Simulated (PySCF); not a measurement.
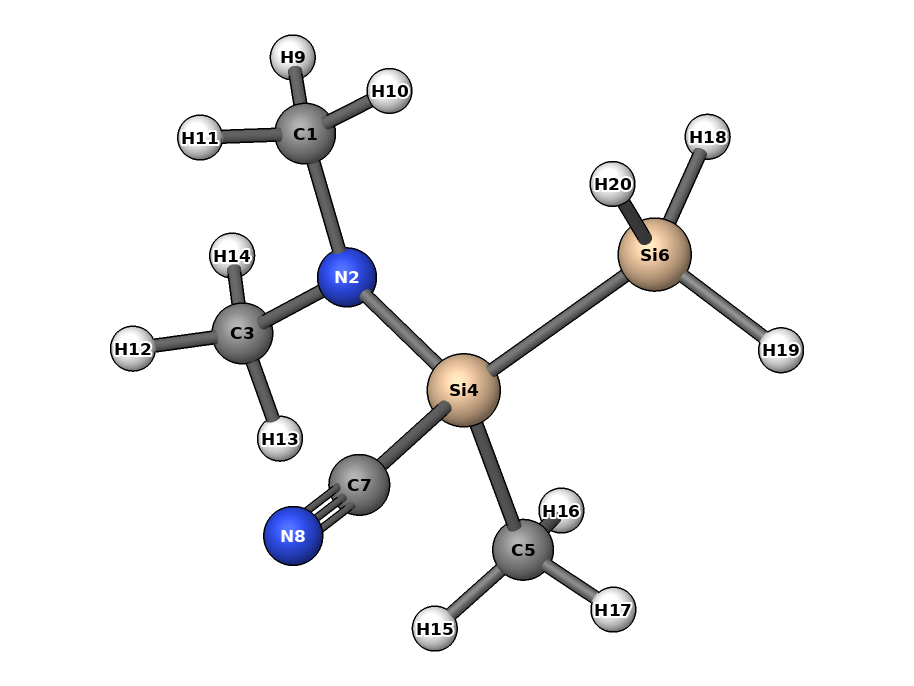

The questions are on Mulliken charges. The geometry was computed by an optimisation with GFN2-xTB. No frequency run is at hand to confirm it as a minimum. Properties computed with PBE0/pcSseg-1, gas phase (PySCF 2.14.0).

Q: Which atom carries the highest charge (most positive or least negative)?

A: Si4 (0.80 e).

Q: And the lowest?

A: N2 (−0.79 e).

Give the Mulliken charges atom by atom.

```csv
atom,value (e)
C1,−0.08
N2,−0.79
C3,−0.08
Si4,0.80
C5,−0.64
Si6,0.18
C7,−0.22
N8,−0.21
H9,0.11
H10,0.14
H11,0.11
H12,0.11
H13,0.12
H14,0.11
H15,0.15
H16,0.15
H17,0.15
H18,−0.04
H19,−0.05
H20,−0.04
```

Mulliken values depend strongly on the basis set and can even reverse the polarity of a bond. The geometry is semi-empirical. Around Si such bond lengths and angles can be off by a tenth of an ångström or more and by several degrees, and values that hang on the shape move with them.
